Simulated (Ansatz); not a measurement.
# NO+ (nitrosonium) at 6 levels

Wanted: a comparison of 6 runs (PBE/STO-3G, PBE0/STO-3G, wB97M-V/STO-3G, wB97X/STO-3G, RPA@PBE/STO-3G, MP2/STO-3G) of NO+ (nitrosonium). 

The calculation is run with Ansatz 0.2.0.

13 further runs of the same task are left out: 12 that didn't finish, 1 set aside as unsound or not needed.

**1. The molecule**

NO+: 2 atoms, total charge +1, spin state singlet. SMILES: `N#[O+]`. The O2–N1 distance was set to 1.595 Å, away from the relaxed value.

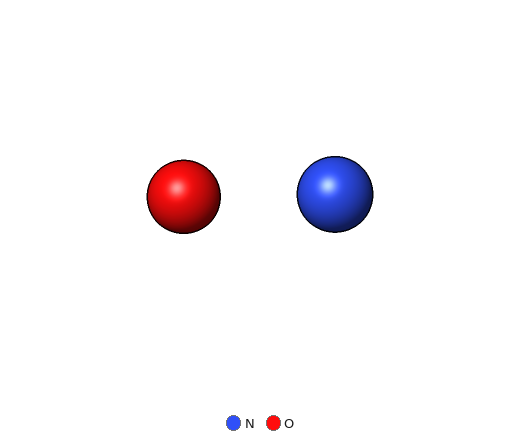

The structure, seen from a chosen angle (nitrogen blue, oxygen red).

**2. The energy at PBE/STO-3G (run 1)**

The input, job.yaml:

```yaml
crystal:
  periodic: [false, false, false]
  atoms:
    - {symbol: "N", position_ang: [0.000000, 0.000000, -0.531580]}
    - {symbol: O, position_ang: [0.000000, 0.000000, 1.063220]}
basis:
  gaussian:
    orbitals: STO-3G
total_charge: 1
hamiltonian:
  xc: pbe
accuracy: high
```

The run is started by

```sh
$ ansatz run job.yaml --threads 1 --pin off --max-ram 2610MiB --events-out events.jsonl --progress --plain --runs-dir runs
```

Standard output:

```text
Warning: RAYON_NUM_THREADS=1 ignored (pool sized by the plan → 1); use --threads N
Functional definition: PBE
  name "PBE"
  parameter kappa = 0.804
  parameter beta = 0.06672455060314922
  exchange = pbe_x(kappa = kappa, mu = beta*pi^2/3)
  correlation = pbe_c(beta = beta)
149 factors; integrals over basis functions are off by at most 5.2e-8 eV
mean field evaluation 1: about -3454.7780 eV, gradient 7.6e1 eV
mean field evaluation 2: about -3320.0931 eV, gradient 8.7e1 eV
mean field evaluation 4: about -3401.1222 eV, gradient 7.2e1 eV
mean field evaluation 8: about -3471.2822 eV, gradient 2.8e-1 eV
mean field -3471.28256788 eV, -127.5672814497 hartree, gradient 3.9e-8 eV, S^2 0.000000; 0 other end points of the search recorded, 0 dependent functions left out
reference -3471.28256862 eV, -127.5672814770 hartree; 7, 7 occupied and 3, 3 virtual orbitals, 149 factors
Total energy: -3471.28256862 eV, -127.5672814770 hartree
```

Run time: 0.36 s. Hardware: 1 thread of Arm Neoverse V1, shared host.

**3. The energy at PBE0/STO-3G (run 2)**

The input, job.yaml:

```yaml
crystal:
  periodic: [false, false, false]
  atoms:
    - {symbol: N, position_ang: [0.000000, 0.000000, -0.531580]}
    - {symbol: O, position_ang: [0.000000, 0.000000, 1.063220]}
basis:
  gaussian:
    orbitals: STO-3G
total_charge: 1
hamiltonian:
  xc: pbe0
accuracy: high
```

The run is started by

```sh
$ ansatz run job.yaml --threads 1 --pin off --max-ram 2610MiB --events-out events.jsonl --progress --plain --runs-dir runs
```

Standard output:

```text
Warning: RAYON_NUM_THREADS=1 ignored (pool sized by the plan → 1); use --threads N
Functional definition: PBE0
  name "PBE0"
  parameter a = 0.25
[... 2 set-up lines as earlier in the session ...]
  exchange = (1 - a)*pbe_x(kappa = kappa, mu = beta*pi^2/3) + a*exact_x
[... 1 set-up line as earlier in the session ...]
149 factors; integrals over basis functions are off by at most 5.2e-8 eV
mean field evaluation 1: about -3451.8909 eV, gradient 7.6e1 eV
mean field evaluation 2: about -3328.4647 eV, gradient 1.0e2 eV
mean field evaluation 4: about -3410.7168 eV, gradient 8.1e1 eV
mean field evaluation 8: about -3469.8863 eV, gradient 3.0e-1 eV
mean field -3469.88679020 eV, -127.5159875663 hartree, gradient 2.9e-8 eV, S^2 0.000000; 0 other end points of the search recorded, 0 dependent functions left out
reference -3469.88679076 eV, -127.5159875867 hartree; 7, 7 occupied and 3, 3 virtual orbitals, 149 factors
Total energy: -3469.88679076 eV, -127.5159875867 hartree
```

Run time: 0.36 s. Hardware: 1 thread of Arm Neoverse V1, shared host.

Runs 3 to 5 aren't shown in full; the table further down has their settings and results.

**4. The energy at MP2/STO-3G (run 6)**

The input, molecule.yaml:

```yaml
crystal:
  periodic: [false, false, false]
  atoms:
    - {symbol: N, position_ang: [0.000000, 0.000000, -0.531580]}
    - {symbol: O, position_ang: [0.000000, 0.000000, 1.063220]}
basis:
  gaussian:
    orbitals: STO-3G
total_charge: 1
correlation:
  method: mp2
  frozen_orbitals: {"N": 1, O: 1}
accuracy: high
```

The run is started by

```sh
$ ansatz run molecule.yaml --threads 1 --pin off --max-ram 2610MiB --events-out events.jsonl --progress --plain --runs-dir runs
```

Standard output:

```text
Warning: RAYON_NUM_THREADS=1 ignored (pool sized by the plan → 1); use --threads N
Functional definition: HF
  name "HF"
  exchange = exact_x
  correlation = 0
149 factors; integrals over basis functions are off by at most 5.2e-8 eV
mean field evaluation 1: about -3435.0490 eV, gradient 7.3e1 eV
mean field evaluation 2: about -3435.0789 eV, gradient 7.3e1 eV
mean field evaluation 4: about -3444.4723 eV, gradient 5.7e1 eV
mean field evaluation 8: about -3453.4249 eV, gradient 1.1e1 eV
mean field evaluation 16: about -3453.8758 eV, gradient 1.8e0 eV
mean field evaluation 32: about -3454.9061 eV, gradient 3.4e0 eV
mean field evaluation 64: about -3454.9432 eV, gradient 5.7e0 eV
mean field evaluation 96: about -3435.0490 eV, gradient 7.3e1 eV
mean field -3455.07355767 eV, -126.9716113115 hartree, gradient 2.2e-8 eV, S^2 0.000000; 6 other end points of the search recorded, 0 dependent functions left out; unrestricted orbitals would lower it
mean field evaluation 128: about -3456.4968 eV, gradient 3.7e0 eV
unrestricted determinant -3459.03461781 eV, -127.1171775867 hartree, S^2 1.8263
2 core orbitals not correlated: weight in the atoms' cores, before any rotation towards them, 1.000 or more for the frozen orbitals, at most 0.000 for the correlated occupied ones
reference -3455.07355767 eV, -126.9716113115 hartree; 5, 5 occupied and 3, 3 virtual orbitals, 149 factors
second order -3.32388122 eV of doubles, -0.00000000 eV of singles
WARN: the method's energy lies above the unrestricted determinant's, so it is not that of the lowest state
Total energy: -3458.39743889 eV, -127.0937616933 hartree
```

Wall time 0.12 s (1 thread of Arm Neoverse V1, shared host).

**5. The series**

```
run           level  frozen core orbitals  energy (Eh)  wall time
  1      PBE/STO-3G                     –  -127.567281     0.36 s
  2     PBE0/STO-3G                     –  -127.515988     0.36 s
  3  wB97M-V/STO-3G                     –  -127.647160      4.5 s
  4    wB97X/STO-3G                     –  -127.614372      1.4 s
  5  RPA@PBE/STO-3G                     2  -127.375060     0.55 s
  6      MP2/STO-3G                     2  -127.093762     0.12 s
```

**6. Summary of results**

```
                                          quantity          value
                               run 6: total energy  -127.09376 Eh
run 6: correlation energy (2 core orbitals frozen)     -122.2 mEh
```

In words: Totals of different functionals can't be ranked against each other. In runs 5, 6 the log says that unrestricted orbitals would lower the reference, so the values rest on an unstable closed-shell determinant (other closed-shell runs at this shape may share the fault). In runs 1, 2, 3, 4, 5, 6 the basis is minimal, so the values are rough. All runs together took 7.3 s, the longest 4.5 s.
